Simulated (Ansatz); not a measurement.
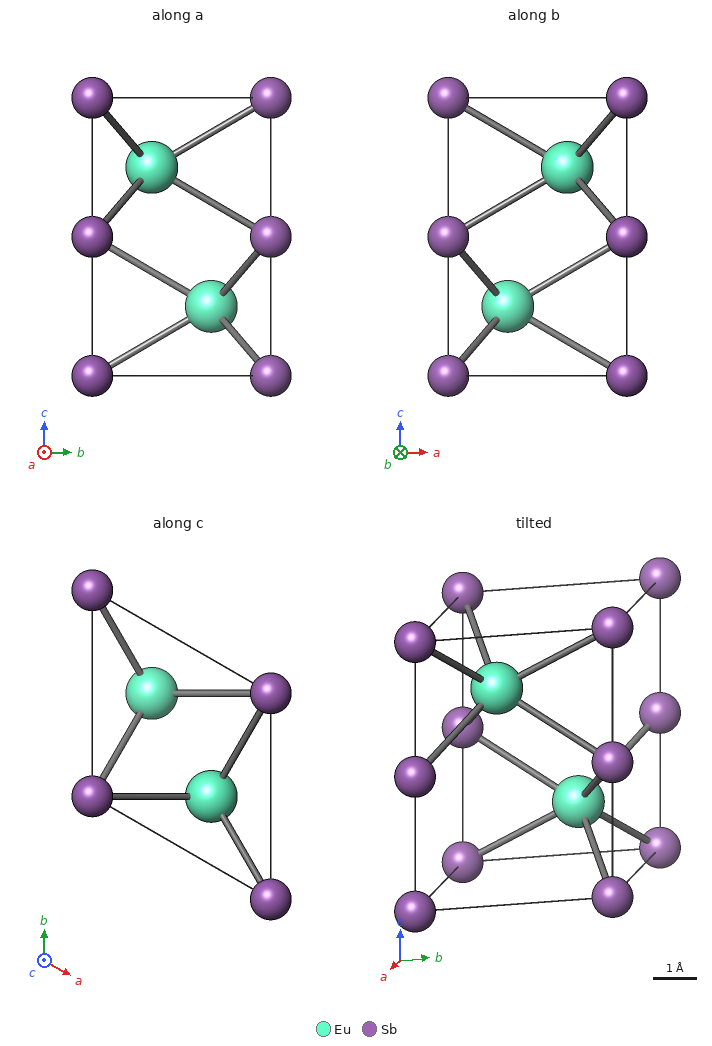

Shown here is a ball-and-stick view of the crystal, taken along the a axis, along the b axis, along the c axis and slightly off an axis. One conventional unit cell is framed, with atoms on its boundary repeated.

Lattice parameters: a = 4.875 Å, b = 4.875 Å, c = 6.578 Å, α = 90.00°, β = 90.00°, γ = 120.00°. Put a along x and b in the xy plane.

Put the structure into a POSCAR file.

Answer.
```
Eu Sb
1.0
     4.875    0.000    0.000
    -2.438    4.222    0.000
     0.000    0.000    6.578
Eu Sb
2 2
Direct
  0.3333 0.6667 0.2500
  0.6667 0.3333 0.7500
  0.0000 0.0000 0.0000
  0.0000 0.0000 0.5000
```

The initial geometry was a structure type filled with these elements by a generator (whether the compound takes this form wasn't checked). The cell was then strained or its atoms displaced on purpose. It was relaxed at fixed volume with DFT PBE, scalar-relativistic, plane waves, PAW in Ansatz.
